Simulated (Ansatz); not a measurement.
# Profile along the Sn–Mg line in Mg2Sn (antifluorite type, space group Fm-3m)

Mg₂Sn (antifluorite type, space group Fm-3m)

```cif
data_Mg8Sn4
_chemical_formula_sum 'Sn4 Mg8'
_space_group_name_H-M_alt 'Fm-3m'
_space_group_IT_number 225
_space_group_name_Hall '-F 4 2 3'
_cell_length_a 6.81601
_cell_length_b 6.81601
_cell_length_c 6.81601
_cell_angle_alpha 90.000
_cell_angle_beta 90.000
_cell_angle_gamma 90.000
loop_
_atom_site_label
_atom_site_type_symbol
_atom_site_symmetry_multiplicity
_atom_site_Wyckoff_symbol
_atom_site_fract_x
_atom_site_fract_y
_atom_site_fract_z
_atom_site_occupancy
Sn1 Sn 4 a 0.00000 0.00000 0.00000 1
Mg1 Mg 8 c 0.25000 0.25000 0.25000 1
```
(The calculation used a cell of 3 atoms; values per cell refer to that cell.)

Fields along a shortest Sn–Mg line of a {110} plane (2.95 Å), from Sn to Mg, interpolated on the slice's grid (step about 0.2 Å). Method: PBE (plane waves to 420 eV, PAW, scalar-relativistic; Ansatz, a quantum-chemistry and plane-wave program). k mesh 12×12×12. Inside the PAW spheres the values are not all-electron values, and peaks at nuclei hang on which shells count as valence. At this level the bands of Mg2Sn touch or barely overlap; measurements give the solid a gap. Mg2Sn was relaxed with its symmetry unable to fall. The PAW data are Ansatz's earlier set.

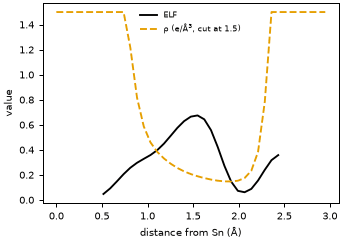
Fig. 1. ELF (away from the nuclei) and valence density from Sn to Mg.

Density on the Sn–Mg line (2.95 Å) at its density minimum, 1.9 Å from Sn: 0.15 e/Å³. ELF at that point: 0.1. ELF maximum in the middle third of the Sn–Mg line: 0.67, 1.5 Å from Sn.
